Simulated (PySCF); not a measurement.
## MoO₂OH: frequency calculation

MoO₂OH, multiplicity 2, computed with UKS-based PBE0, Mo def2-TZVP with ECP28, O def2-TZVP, H def2-TZVP; non-relativistic Hamiltonian with a scalar-relativistic core potential; density fitting (PySCF 2.14.0).

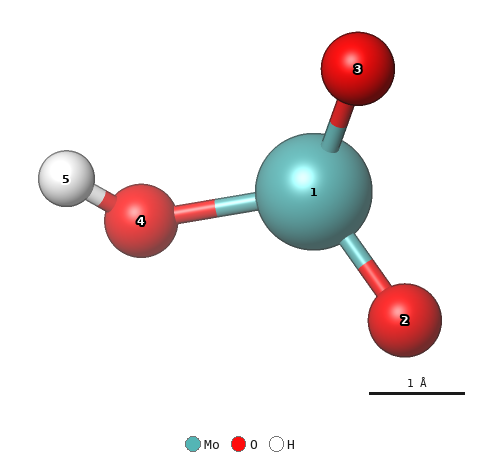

*The structure (ball-and-stick view, seen at a tilt; atoms are numbered from 1 in the order of the input). Sticks mark near contacts.*

Bond lengths as drawn: H–O 0.96 Å and Mo–O 1.68 to 1.87 Å.

### Results in brief

```csv
quantity,value
outcome,converged
total energy,−294.422782 hartree
⟨S²⟩,0.757
zero-point energy,0.019003 hartree
dipole moment,3.41 D
"wavenumbers, lowest and highest",139 and 3910 cm⁻¹
hardware,"4 threads of Arm Neoverse N1, 24 GiB of memory available, shared host"
wall time,4 min (CPU time 13 min)
peak memory,1.6 GiB
```

### The input
```python
from pyscf import gto, scf, dft
mol = gto.M(atom='''
Mo     0.018129     0.028104    -0.115580
O      1.642260     0.038658     0.312271
O     -0.742123     1.478817     0.259566
O     -0.899486    -1.586052     0.111810
H     -1.773778    -1.775801     0.458194''',
    basis={'Mo': 'def2-TZVP', 'O': 'def2-TZVP', 'H': 'def2-TZVP'},
    ecp={'Mo': 'def2-TZVP'},
    charge=0, spin=1)
mf = dft.UKS(mol, xc='PBE0')
mf.grids.atom_grid = (75, 302)
aux = {'Mo': 'def2-universal-JKFIT', 'O': 'def2-universal-JKFIT', 'H': 'def2-universal-JKFIT'}
mf = mf.density_fit(auxbasis=aux)
mf.conv_tol = 1e-09
mf.diis_space = 10
mf.max_cycle = 60
mf.verbose = 4
mf.kernel()
```

The script is an equivalent of the set-up of the self-consistent field. The run itself was carried out by a driver, which started from the orbitals of the step before it where there was one and computed the further properties.

Launch command:
```bash
OMP_NUM_THREADS=4 python axn.py task.json out
```

### What the program printed
```
init E= -294.42278244655
  alpha nocc = 20  HOMO = -0.262769596977698  LUMO = -0.0925536312924784
  beta  nocc = 19  HOMO = -0.336850830839772  LUMO = -0.121918013166191
  HOMO = -0.262769596978  LUMO = -0.121918013166  gap/eV = 3.83277
cycle= 1 E= -294.422782446383  delta_E= 1.67e-10  |g|= 2.23e-05  |ddm|= 1.46e-05
  alpha nocc = 20  HOMO = -0.262769644748293  LUMO = -0.0925531631147756
  beta  nocc = 19  HOMO = -0.33685206029924  LUMO = -0.121917831858223
  HOMO = -0.262769644748  LUMO = -0.121917831858  gap/eV = 3.83277
cycle= 2 E= -294.422782444488  delta_E= 1.9e-09  |g|= 7.37e-05  |ddm|= 4.47e-05
  alpha nocc = 20  HOMO = -0.262769857807111  LUMO = -0.0925538068057428
  beta  nocc = 19  HOMO = -0.336851370453008  LUMO = -0.121918231395377
  HOMO = -0.262769857807  LUMO = -0.121918231395  gap/eV = 3.83277
cycle= 3 E= -294.422782446578  delta_E= -2.09e-09  |g|= 1.26e-06  |ddm|= 3.43e-05
  alpha nocc = 20  HOMO = -0.262769710177256  LUMO = -0.0925536574311145
  beta  nocc = 19  HOMO = -0.336851252357945  LUMO = -0.121918087148288
  HOMO = -0.262769710177  LUMO = -0.121918087148  gap/eV = 3.83277
cycle= 4 E= -294.422782446578  delta_E= -5.12e-13  |g|= 5.47e-07  |ddm|= 1.17e-06
  alpha nocc = 20  HOMO = -0.262769746117822  LUMO = -0.0925536785930845
  beta  nocc = 19  HOMO = -0.336851162961093  LUMO = -0.121918140698263
  HOMO = -0.262769746118  LUMO = -0.121918140698  gap/eV = 3.83277
Extra cycle  E= -294.422782446578  delta_E= -1.14e-13  |g|= 1.14e-06  |ddm|= 1.91e-06
converged SCF energy = -294.422782446578  <S^2> = 0.75740592  2S+1 = 2.0073923
```

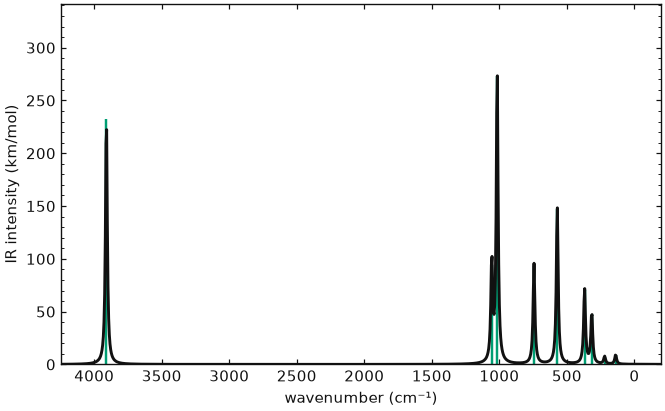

*Harmonic infrared spectrum, unscaled: sticks (degenerate modes added up, dark ones marked on the axis) with a Lorentzian envelope of 16 cm⁻¹ full width, scaled to the tallest stick.*

9 modes from 139 to 3910 cm⁻¹, none imaginary. The strongest line is at 1016 cm⁻¹ (273 km/mol). All modes, in cm⁻¹ (km/mol): 139 (8.9), 221 (7.0), 316 (48), 369 (70), 571 (147), 743 (93), 1016 (273), 1056 (94), 3910 (232).

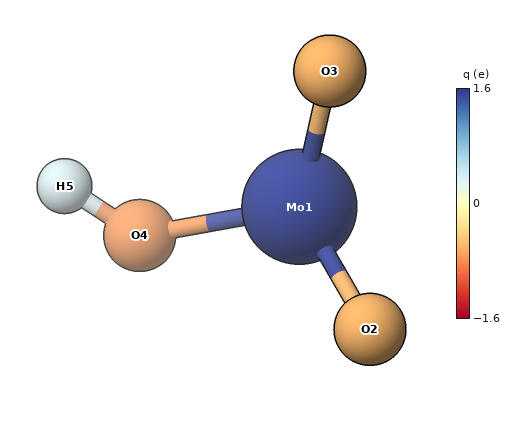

*Mulliken charges, as the colour of each atom (ball-and-stick view, seen at a tilt; atoms are numbered from 1 in the order of the input; Mulliken charges depend strongly on the basis).*

By element: Mo +1.52, O −0.74 to −0.57 and H +0.36 e.
